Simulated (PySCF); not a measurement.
Single-point calculation, with input and output: AlO (charge −1)

System: AlO, charge −1.
Method: RHF/jorge-dzp, mp2 (PySCF 2.14.0).

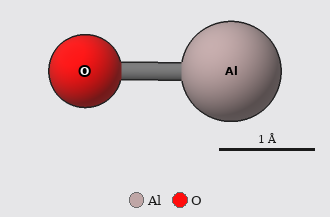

Figure 1. The structure (ball-and-stick view, seen on its broad side). Sticks mark near contacts. Bond lengths as drawn: Al–O 1.53 Å.

### Summary

| quantity | value |
| --- | --- |
| outcome | converged |
| SCF energy | −316.790271 hartree |
| hardware | 1 CPU thread, shared host |
| wall time | 1.4 s |

### The input
```python
from pyscf import gto, scf, mp

mol = gto.M(
    atom='Al 0 0 0; O 0 0 1.535',
    basis='jorge-dzp',
    charge=-1,
    spin=0,
    verbose=4,
)
mf = scf.RHF(mol)
mf.kernel()
mp.MP2(mf, frozen=6).kernel()
mf.dip_moment()
print('orbital energies (hartree):', mf.mo_energy[..., max(0, mol.nelec[1]-3):mol.nelec[0]+3].round(4))
```

Command:
```bash
OMP_NUM_THREADS=1 python input.py
```

### Log
```
PySCF version 2.14.0

[INPUT] verbose = 4
[INPUT] num. atoms = 2
[INPUT] num. electrons = 22
[INPUT] charge = -1
[INPUT] spin (= nelec alpha-beta = 2S) = 0
[INPUT] symmetry False subgroup None
[INPUT] Mole.unit = angstrom
[INPUT] Symbol           X                Y                Z      unit          X                Y                Z       unit  Magmom
[INPUT]  1 Al     0.000000000000   0.000000000000   0.000000000000 AA    0.000000000000   0.000000000000   0.000000000000 Bohr   0.0
[INPUT]  2 O      0.000000000000   0.000000000000   1.535000000000 AA    0.000000000000   0.000000000000   2.900729601207 Bohr   0.0

nuclear repulsion = 35.8530488180326
number of shells = 19
number of NR pGTOs = 73
number of NR cGTOs = 39
basis = jorge-dzp
ecp = {}

******** <class 'pyscf.scf.hf.RHF'> ********
method = RHF
initial guess = minao
damping factor = 0
level_shift factor = 0
DIIS = <class 'pyscf.scf.diis.CDIIS'>
diis_start_cycle = 1
diis_space = 8
diis_damp = 0
SCF conv_tol = 1e-09
SCF conv_tol_grad = None
SCF max_cycles = 50
direct_scf = True
direct_scf_tol = 1e-13
Set gradient conv threshold to 3.16228e-05
Initial guess from minao.
init E= -316.632763311946
  HOMO = -0.24116981359564  LUMO = 0.0371776363783066  gap/eV = 7.57422
cycle= 1 E= -316.554454927677  delta_E= 0.0783  |g|= 0.945  |ddm|= 1.44
  HOMO = 0.100643574114636  LUMO = 0.294388613381611  gap/eV = 5.27207
cycle= 2 E= -316.435387413422  delta_E= 0.119  |g|= 1.25  |ddm|= 1.79
  HOMO = -0.0764445713902404  LUMO = 0.264850399347142  gap/eV = 9.28711
cycle= 3 E= -316.787609011952  delta_E= -0.352  |g|= 0.0585  |ddm|= 0.963
  HOMO = -0.0847596137887763  LUMO = 0.268555282105389  gap/eV = 9.61419
cycle= 4 E= -316.79004662394  delta_E= -0.00244  |g|= 0.0136  |ddm|= 0.159
  HOMO = -0.0833901109347153  LUMO = 0.268169713359975  gap/eV = 9.56643
cycle= 5 E= -316.790259394768  delta_E= -0.000213  |g|= 0.00363  |ddm|= 0.0525
  HOMO = -0.0833929623697003  LUMO = 0.267882884778417  gap/eV = 9.55870
cycle= 6 E= -316.790269959998  delta_E= -1.06e-05  |g|= 0.00128  |ddm|= 0.0113
  HOMO = -0.0832252936255458  LUMO = 0.267927528777546  gap/eV = 9.55536
cycle= 7 E= -316.790271037526  delta_E= -1.08e-06  |g|= 0.000337  |ddm|= 0.00345
  HOMO = -0.0831612790733445  LUMO = 0.267947962404191  gap/eV = 9.55417
cycle= 8 E= -316.790271145055  delta_E= -1.08e-07  |g|= 7.74e-05  |ddm|= 0.00105
  HOMO = -0.0831546376210426  LUMO = 0.267942801139689  gap/eV = 9.55385
cycle= 9 E= -316.790271150856  delta_E= -5.8e-09  |g|= 1.3e-05  |ddm|= 0.000285
  HOMO = -0.0831542443581839  LUMO = 0.267941938850483  gap/eV = 9.55381
cycle= 10 E= -316.790271150951  delta_E= -9.51e-11  |g|= 3.88e-06  |ddm|= 4.26e-05
  HOMO = -0.0831543773943082  LUMO = 0.267941828871941  gap/eV = 9.55381
```

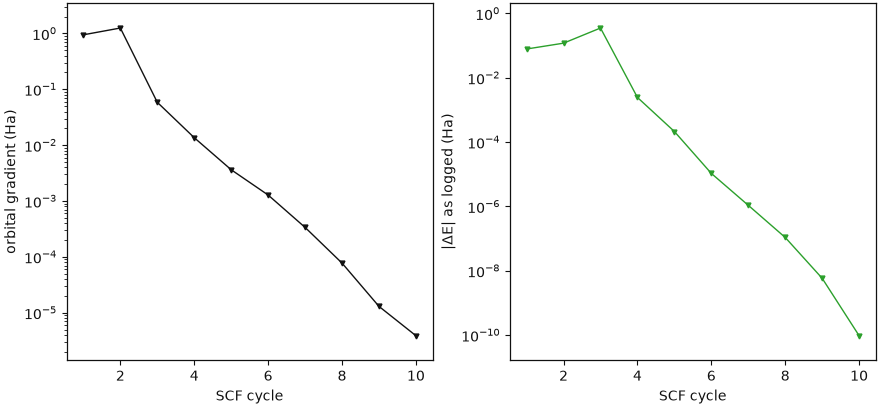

Figure 2. Convergence of the self-consistent field: orbital gradient and size of the energy change against the SCF cycle. The residual falls almost steadily, with no more than small rises.

```
Extra cycle  E= -316.790271150958  delta_E= -7.22e-12  |g|= 2.27e-06  |ddm|= 1.03e-05
converged SCF energy = -316.790271150958

******** <class 'pyscf.mp.mp2.RMP2'> ********
nocc = 5, nmo = 33
frozen orbitals 6
E(RMP2) = -317.04534065374  E_corr = -0.255069502782306
E(SCS-RMP2) = -317.038024504756  E_corr = -0.247753353797572
E_corr(same-spin) = -0.0673039033167635
E_corr(oppo-spin) = -0.187765599465542

WARN: System has nonzero charge -1; the dipole moment is origin-dependent.
Location of origin: [0. 0. 0.]

Dipole moment(X, Y, Z, Debye):  0.00000, -0.00000, -3.82770
orbital energies (hartree): [-0.174  -0.174  -0.0832  0.2679  0.2679  0.3395]
```
